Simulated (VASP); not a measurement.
# ZrIr2: convergence with the k-mesh and number of MPI ranks, part 3 of 3

How sensitive are energy and pressure of ZrIr2 to the k-mesh and number of MPI ranks? The series runs use r2SCAN. The start is a cell from a database of measured crystal structures.

VASP 6.6.1; r2SCAN; plane waves and PAW (Zr_sv, Ir).

Still holding for the runs below: The k-mesh is coarse for a metal.

So far. Step 10 (Number of MPI ranks: 1 ranks): The series starts at -43.2617 eV an atom and 3.75 GPa, after 15 cycles in 74 s. Step 11 (Number of MPI ranks: 2 ranks): Against the first of the series the energy stays within 0.01 meV an atom and the pressure within 0.01 GPa, after 15 cycles in 44 s.

### Step 12. Number of MPI ranks: 4 ranks

The input, INCAR:

```
SYSTEM = ZrIr2
PREC = Accurate
ENCUT = 400
EDIFF = 1E-06
NELM = 100
ISMEAR = -1
SIGMA = 0.05
LREAL = .FALSE.
ALGO = Normal
METAGGA = R2SCAN
LASPH = .TRUE.
NBANDS = 37
LORBIT = 11
LWAVE = .FALSE.
LCHARG = .FALSE.
KPAR = 4
ISIF = 2
```

The input, POSCAR:

```
ZrIr2
1.0
    0.0000000000      3.6795000000      3.6795000000
    3.6795000000      0.0000000000      3.6795000000
    3.6795000000      3.6795000000      0.0000000000
Zr Ir
2 4
Direct
    0.0000000000      0.0000000000      0.0000000000
    0.2500000000      0.2500000000      0.2500000000
    0.6250000000      0.6250000000      0.6250000000
    0.1250000000      0.6250000000      0.6250000000
    0.6250000000      0.6250000000      0.1250000000
    0.6250000000      0.1250000000      0.6250000000
```

The input, KPOINTS:

```
Automatic mesh
0
Gamma
5 5 5
0 0 0
```

Potentials, in the order of the species: Zr_sv and Ir (PBE family, release 64).

Command:

```bash
$ mpirun -np 4 vasp_std
```

What it wrote:

```text
[banner, memory and clock lines left out]
running    4 mpi-ranks, on    1 nodes
[...]
[... a notice as in an earlier step ...]

 LDA part: xc-table for (None), standard interpolation
 POSCAR, INCAR and KPOINTS ok, starting setup
[...]
entering main loop
       N       E                     dE             d eps       ncg     rms          rms(c)
[... 11 cycles as in an earlier step ...]
DAV:  12    -0.259585394146E+03   -0.80691E-04   -0.76399E-04  1091   0.162E-01    0.380E-02
DAV:  13    -0.259585404299E+03   -0.10153E-04   -0.12738E-04   992   0.631E-02    0.940E-03
DAV:  14    -0.259585400535E+03    0.37646E-05   -0.92156E-06  1078   0.184E-02    0.352E-03
DAV:  15    -0.259585400946E+03   -0.41142E-06   -0.57467E-07   528   0.532E-03
   1 F= -.25958540E+03 E0= -.25956996E+03  d E =-.308750E-01
```

It took 37 s on 4 MPI ranks of Intel Xeon 6975P-C (Granite Rapids), shared host; peak memory 0.84 GiB.

Parts of OUTCAR (step 12):

```text
  Total        2.3314283      2.3314283      2.3314283      0.0000000      0.0000000      0.0000000
  in kB       37.4917952     37.4917952     37.4917952      0.0000000      0.0000000      0.0000000
  external PRESSURE =      37.4917952 kB  Pullay stress =       0.0000000 kB

 POSITION                                       TOTAL-FORCE (eV/Angst)
 -----------------------------------------------------------------------------------
      0.00000      0.00000      0.00000        -0.000000     -0.000000     -0.000000
      1.83975      1.83975      1.83975         0.000000      0.000000      0.000000
      4.59938      4.59938      4.59938        -0.000000     -0.000000     -0.000000
      4.59938      2.75963      2.75963         0.000000     -0.000000     -0.000000
      2.75963      2.75963      4.59938        -0.000000     -0.000000     -0.000000
      2.75963      4.59938      2.75963         0.000000     -0.000000     -0.000000
 -----------------------------------------------------------------------------------
    total drift:                                0.000000      0.000000      0.000000

  FREE ENERGIE OF THE ION-ELECTRON SYSTEM (eV)
  ---------------------------------------------------
  free  energy   TOTEN  =      -259.5854009463 eV

  energy  without entropy=     -259.5545259509  energy(sigma->0) =     -259.56996345

[... 2 parts as in an earlier step ...]

[... 1 further part left out ...]
[key lines of the parts left out:]
E-fermi :  10.1659
```

Against the first of the series the energy stays within 0.01 meV an atom and the pressure within 0.01 GPa, after 15 cycles in 37 s.

### Step 13. Number of MPI ranks: 8 ranks

Edit INCAR of step 12 so:

```diff
@@ -15,3 +15,3 @@
 LCHARG = .FALSE.
-KPAR = 4
+KPAR = 8
 ISIF = 2
```

POSCAR is that of step 12.

KPOINTS is that of step 12.

Command:

```bash
$ mpirun -np 8 vasp_std
```

What it wrote:

```text
[... set-up lines as in an earlier step ...]
 entering main loop
       N       E                     dE             d eps       ncg     rms          rms(c)
[... 15 cycles as in an earlier step ...]
   1 F= -.25958540E+03 E0= -.25956996E+03  d E =-.308750E-01
```

It took 35 s on 8 MPI ranks; peak memory 1.7 GiB; 3.6 min of CPU time.

From OUTCAR (step 13):

```text
[... 6 parts as in an earlier step ...]

[... 1 further part left out ...]
[key lines of the parts left out:]
E-fermi :  10.1659
```

Against the first of the series the energy stays within 0.01 meV an atom and the pressure within 0.01 GPa, after 15 cycles in 35 s.

### Step 14. The number of MPI ranks series as a table

This step: convergence of r2SCAN results with the layout; plane waves and PAW (VASP 6.6.1).

Derived from the runs above.

Differences are taken from the run with 1 ranks. Results of the series, by row:

```
setting     status  energy less the reference (meV/atom)  pressure (GPa)  SCF cycles  wall time (s)
1 ranks  converged                                     0           3.749          15             74
2 ranks  converged                                     0           3.749          15             44
4 ranks  converged                                     0           3.749          15             37
8 ranks  converged                                     0           3.749          15             35
```

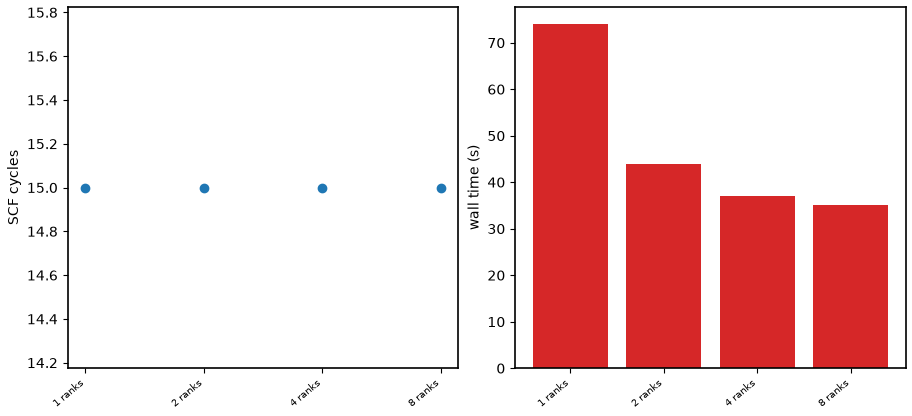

The SCF cycles and the wall time by setting.

### Step 15. Results

- k-mesh from which the energy stays within 10 meV/atom of the reference: 3 3 3
- k-mesh from which the energy stays within 1 meV/atom of the reference: none before the reference itself
- k-mesh from which the pressure stays within 0.2 GPa of the reference: 4 4 4
- spread of the pressure over the k-mesh: 1.98 GPa
- spread of the energy over the k-mesh: 63.6 meV/atom
- wall time from fewest to most ranks: 74 s to 35 s

In words: No run before the reference (10 10 10) settles within 1 meV an atom of it; the nearest step is off by +1.7 meV an atom, -0.02 GPa. The pressure holds within 0.2 GPa from 4 4 4 on. The energy swings above and below the reference, since the sum over k-points is not variational. A metal's Fermi surface slows this convergence. On 8 ranks the run uses the cores at 26 % of the efficiency of 1. Differences are taken from the run with 10 10 10, which is itself not the exact limit. Going from 1 ranks to 8 ranks shortens the run by a factor of 2.1; on a shared host such times are rough. Forces vanish by symmetry in this cell, so the series can't test them. The run at 2 2 2 is over 30 meV an atom or 2 GPa off and describes the material poorly.

[Lines on the potential files, build, host, timing and source positions are cut from VASP's logs without a mark.]

[Logs are printed without paths, hosts, clocks, repeated set-up lines and the standing remarks that a program may print on its own settings, such as how far it seeks lower states.]

[Hosts, paths, dates, database ids (printed as entryN), source tags and the programs' standing remarks are cut or masked in the printed files.]

[A measured line is paired with the nearest computed mode of its activity, which favours agreement.]
